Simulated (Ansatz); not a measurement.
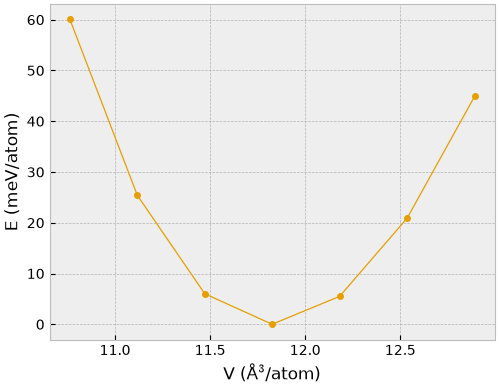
Figure: YB2 in space group P6/mmm (No. 191; Y on 1a, B on 2d) under volume change, DFT-PBEsol in the program Ansatz with PAW potentials, shape and atoms relaxed at each volume.

What does a third-order Birch–Murnaghan fit give for V₀, B₀ and B′?

V₀ = 11.83 Å³/atom, B₀ = 172 GPa, B′ = 3.8.

The workflow started from an entry of the Crystallography Open Database (COD). Whether it is the stable phase at ambient conditions was not checked. The cell was relaxed with PBEsol under the symmetry of its start; its stability against distortions is not shown here. No spin polarisation was allowed.

Potentials: the later of the program's two PAW sets.
